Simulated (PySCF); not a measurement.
**CaI (SMILES [Ca][I]) at UCCSD(T)/STO-3G**

What is the energy change on altering one bond length of CaI at UCCSD(T)/STO-3G? The job is set up through a Python script.

Program for the calculation: PySCF 2.14.0.

6 further runs of the same task are left out: 6 set aside as unsound or not needed.

## Step 1: The molecule

CaI has 2 atoms, charge 0, and is taken as a doublet. SMILES: `[Ca][I]`. The shape is that of a PBE0-D4/def2-TZVP optimisation.

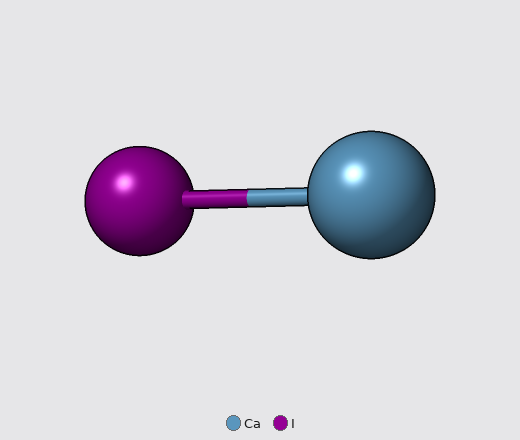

Viewed from a chosen angle; calcium blue, iodine purple.

## Step 2: The energy at UCCSD(T)/STO-3G

File input.py:

```python
from pyscf import gto, cc

mol = gto.M(
    atom='''
Ca     0.000000     0.000000     0.051180
I      0.000000     0.000000     2.876020
''',
    max_memory=1860,
    basis='sto-3g',
    spin=1,
    verbose=3,
)

mf = mol.UHF()
mf.conv_tol = 1e-10
mf.kernel()
if not mf.converged:
    mf = mf.newton().run(mf.mo_coeff, mf.mo_occ)

mycc = cc.CCSD(mf, frozen=23)
mycc.kernel()
e_t = mycc.ccsd_t()
energy = mycc.e_tot + e_t
print('E(%s) = %.9f' % ('CCSD(T)', energy))
```

Command:

```console
$ OMP_NUM_THREADS=1 python input.py
```

Standard output:

```text
converged SCF energy = -7520.73532968311  <S^2> = 0.75310309  2S+1 = 2.0031007
E(UCCSD) = -7520.750776333181  E_corr = -0.01544665007087498
UCCSD(T) correction = -0.00097835000689666
E(CCSD(T)) = -7520.751754683
```

Wall time 0.74 s (1 thread of Intel Xeon 6975P-C (Granite Rapids), shared host); peak memory 0.12 GiB.

## Step 3: The distorted shape at the same level

File run.py:

```python
from pyscf import gto, cc

mol = gto.M(
    atom=[
    ('Ca', (-0.000000, -0.000000, -5.033580)),
    ('I', (0.000000, 0.000000, 2.876020)),
],
    max_memory=1860,
    basis='sto-3g',
    spin=1,
    verbose=3,
)

mf = mol.UHF()
mf.conv_tol = 1e-10
mf.kernel()
if not mf.converged:
    mf = mf.newton().run(mf.mo_coeff, mf.mo_occ)

mycc = cc.CCSD(mf, frozen=23)
mycc.kernel()
e_t = mycc.ccsd_t()
energy = mycc.e_tot + e_t
print(f'total energy: {energy:.8f} hartree')
```

Command:

```console
$ OMP_NUM_THREADS=1 python run.py
```

Standard output:

```text
WARN: HOMO 0.00492661422604848 >= LUMO 0.00492661422618027

converged SCF energy = -7520.66511774386  <S^2> = 0.75  2S+1 = 2
E(UCCSD) = -7520.697852950561  E_corr = -0.03273520670631577
UCCSD(T) correction = -0.000178122762754486
total energy: -7520.69803107 hartree
```

It took 0.66 s on 1 thread of Intel Xeon 6975P-C (Granite Rapids), shared host; peak memory 0.12 GiB.

## Step 4: Summary of results

Level: UCCSD(T)/STO-3G, 23 core orbitals frozen.

```
                                                                   quantity           value
                                                  first shape: total energy  -7520.75175 Eh
                          first shape: dipole moment (Hartree–Fock density)          4.69 D
    first shape: HOMO energy (Hartree–Fock orbitals) (highest over α and β)        -4.81 eV
     first shape: LUMO energy (Hartree–Fock orbitals) (lowest over α and β)         2.82 eV
                  first shape: correlation energy (23 core orbitals frozen)       -16.4 mEh
                                                first shape: (T) correction       -0.98 mEh
                             first shape: ⟨S²⟩ of the reference determinant           0.753
                                                 first shape: T1 diagnostic           0.010
                                              distorted shape: total energy  -7520.69803 Eh
                      distorted shape: dipole moment (Hartree–Fock density)          0.01 D
distorted shape: HOMO energy (Hartree–Fock orbitals) (highest over α and β)        -4.05 eV
 distorted shape: LUMO energy (Hartree–Fock orbitals) (lowest over α and β)         1.93 eV
              distorted shape: correlation energy (23 core orbitals frozen)       -32.9 mEh
                                            distorted shape: (T) correction       -0.18 mEh
                         distorted shape: ⟨S²⟩ of the reference determinant           0.750
                                             distorted shape: T1 diagnostic           0.001
         energy change with the Ca1–I2 bond stretched from 2.825 to 7.910 Å        1.462 eV
```

With the Ca1–I2 bond stretched from 2.825 to 7.910 Å the energy rises by 1.46 eV (34 kcal/mol). The first shape isn't relaxed at this level, so the change isn't measured from a minimum. The minimal basis adds a large error of its own. The triples (first shape) make up 6.0 % of the correlation energy. Relativity is left out (first shape) although the molecule holds a heavy atom. The triples (distorted shape) make up 0.5 % of the correlation energy. Relativity is left out (distorted shape) although the molecule holds a heavy atom.
